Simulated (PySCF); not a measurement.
## A study: C3H3N2, doublet, SMILES `[N]=CCC#N`

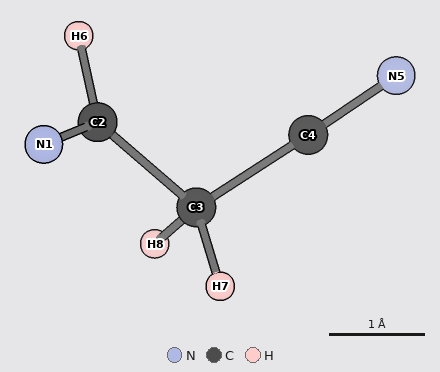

The molecule, with its atoms numbered as below. No frequency check shows the geometry to be a minimum.

Coordinates in Å:

```
N1      -2.1677    0.3249    0.3280
C2      -1.1380    0.2278   -0.3089
C3      -0.0080   -0.7731   -0.0459
C4       1.2483   -0.0813    0.0442
N5       2.2383    0.4862    0.1059
H6      -0.9212    0.8704   -1.1740
H7      -0.2096   -1.3107    0.8834
H8       0.0232   -1.4777   -0.8825
```

## 1. Bonding charge

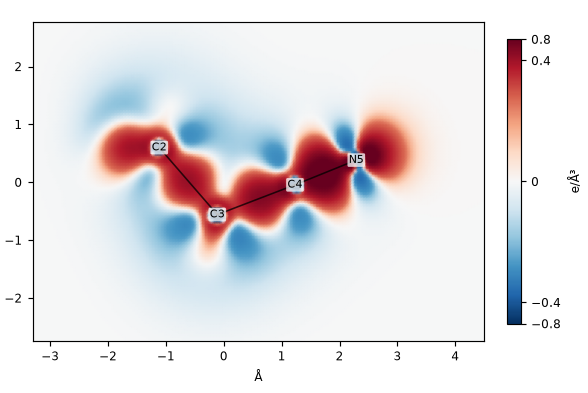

Deformation density (molecule less spherical, spin-averaged free atoms) in the plane of C2, C3, C4 and N5; colour scale in e/Å³, logarithmic beyond ±0.1; red: gain, blue: loss.

PySCF calculation, TPSS/def2-TZVP, gas phase; geometry: GFN2-xTB. The stability of the open-shell solution wasn't checked. GFN2-xTB doesn't know the spin state, so this open-shell geometry is rough.

Q: How much density has each bond in this plane gained at its critical point, relative to the free atoms?

A: C4–N5: +0.99 e/Å³ at the bond critical point (bond length 1.14 Å, Mayer order 3.0). C3–C4: +0.50 e/Å³ at the bond critical point (bond length 1.44 Å, Mayer order 1.0). C2–C3: +0.42 e/Å³ at the bond critical point (bond length 1.53 Å, Mayer order 0.9). In all, 1.9 electrons gather in the regions of gain relative to the promolecule.

Q: Where do the Hirshfeld charges lie?

A: The highest Hirshfeld charge is on C4 (+0.08 e), the lowest on N5 (−0.21 e).

## 2. Bond critical points

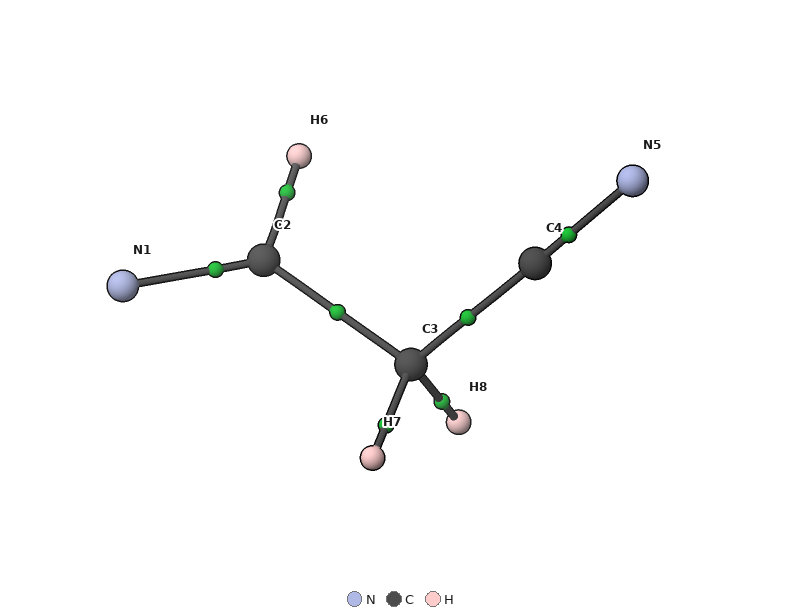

Molecular graph of the electron density (QTAIM): bond paths, bond critical points (green), ring points (magenta, if any); weak paths are dashed.

Q: How many critical points of each kind are there, and does the count close?

A: 8 nuclei, 7 bond, 0 ring and 0 cage critical points: 8 − 7 + 0 − 0 = 1, as the Poincaré–Hopf relation requires.

Q: Give the properties at the bond critical points.

A:
| bond | length (Å) | ρ (a.u.) | ∇²ρ (a.u.) | ε | H (a.u.) |
| --- | --- | --- | --- | --- | --- |
| C4–N5 | 1.143 | 0.499 | +0.01 | 0.00 | −0.984 |
| N1–C2 | 1.215 | 0.447 | −0.80 | 0.24 | −0.854 |
| C3–H7 | 1.092 | 0.282 | −0.99 | 0.01 | −0.283 |
| C3–C4 | 1.437 | 0.280 | −0.79 | 0.00 | −0.285 |
| C3–H8 | 1.094 | 0.278 | −0.96 | 0.01 | −0.278 |
| C2–H6 | 1.099 | 0.274 | −0.95 | 0.01 | −0.272 |
| C2–C3 | 1.532 | 0.237 | −0.57 | 0.03 | −0.202 |

Q: What kind of interaction is C3–C4?

A: Shared-shell (covalent): ρ = 0.280, ∇²ρ = −0.79, H = −0.285 a.u.

## 3. Local ionisation energy

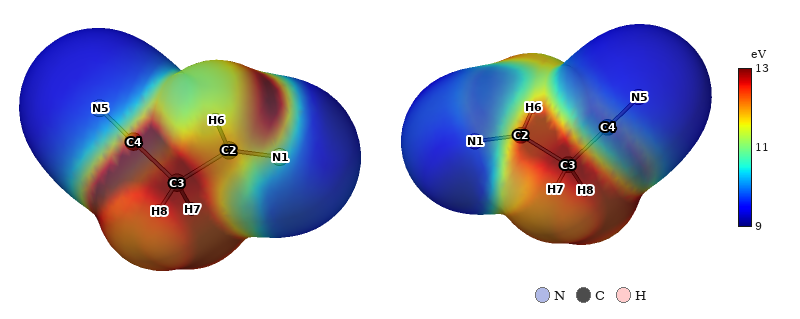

Average local ionisation energy on the surface of electron density 0.001 a.u. (back view left, front view right).

Q: Locate the minima of the map.

A: The lowest value is 9.1 eV, 1.9 Å from N1. Further minima include 9.2 eV, 1.8 Å from N1; 9.4 eV, 1.9 Å from N5; 11.0 eV, 1.3 Å from H6. For comparison, the highest occupied orbital lies at −6.8 eV.

## 4. Spin density

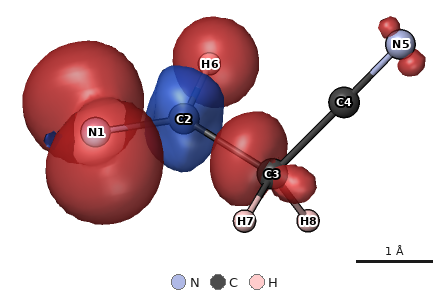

Spin density ρα − ρβ at ±0.03 e/Å³ (red: excess α, blue: excess β).

Q: Where is the unpaired spin?

A: Hirshfeld spin populations: N1 +0.77, H6 +0.08, C3 +0.08 and C2 +0.04. ⟨S²⟩ = 0.76, against 0.75 for a pure state. The picture also shows regions of β spin from spin polarisation; the Hirshfeld sums, whose atoms overlap, net them against the α spin of neighbours.

## 5. In an electric field

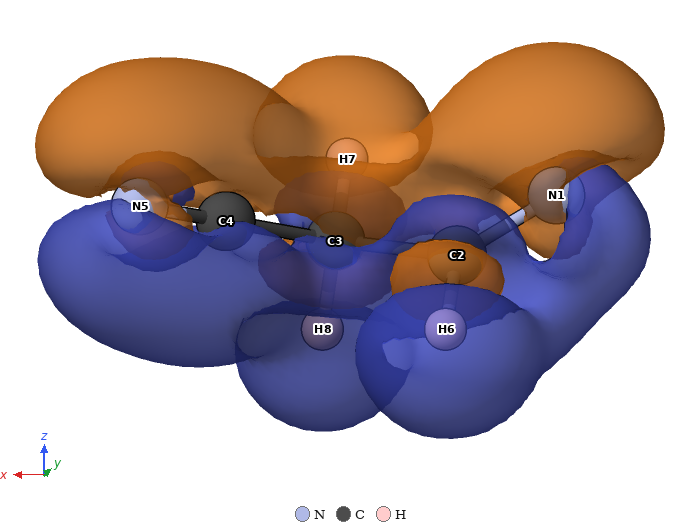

Change of the electron density in a uniform field of 0.41 V/Å, surfaces at ±0.0015 e/Å³ (orange: gain, blue: loss).

Level of theory: B3LYP/aug-cc-pVDZ (PySCF), at a geometry from GFN2-xTB. The stability of the open-shell solution wasn't checked. GFN2-xTB doesn't know the spin state, so this open-shell geometry is rough.

The field was applied in both directions; the picture shows the one opposite to the script's first.

Q: Along which Cartesian direction does the field point?

A: Along −z: electrons gather on the +z side, against the field.

Q: How large is the response?

A: The induced dipole is 0.76 D (along the field); α along this axis, from the fields in both directions, is 37 bohr³ (5.5 Å³).

## 6. Removing or adding an electron

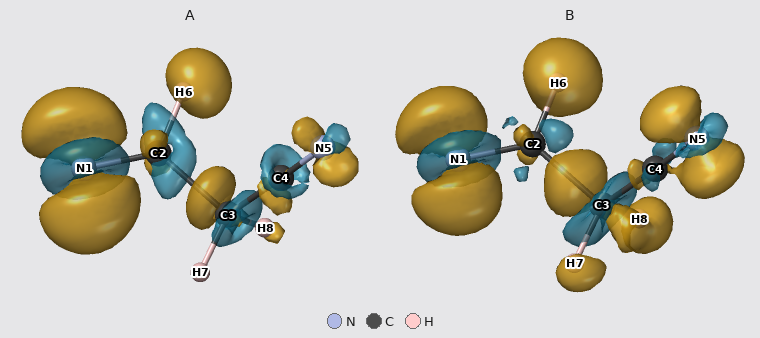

The two Fukui functions at ±0.03 e/Å³ (yellow positive, teal negative).

Level of theory: BLYP/aug-cc-pVDZ (PySCF), at a geometry from GFN2-xTB. GFN2-xTB doesn't know the spin state, so this open-shell geometry is rough.

Q: Which panel is f⁻ (electron removed) and which f⁺ (electron added)?

A: A is f⁺, B is f⁻. f⁻ (Hirshfeld-condensed) is largest on N1 (0.33); the vertical ionisation energy is 10.02 eV (to the singlet cation, which needn't be its lowest state). f⁺ (Hirshfeld-condensed) is largest on N1 (0.36); the vertical electron affinity is 1.38 eV (to the singlet anion, which needn't be its lowest state; the anion's highest orbital has positive energy, so this value and f⁺ depend on the basis).
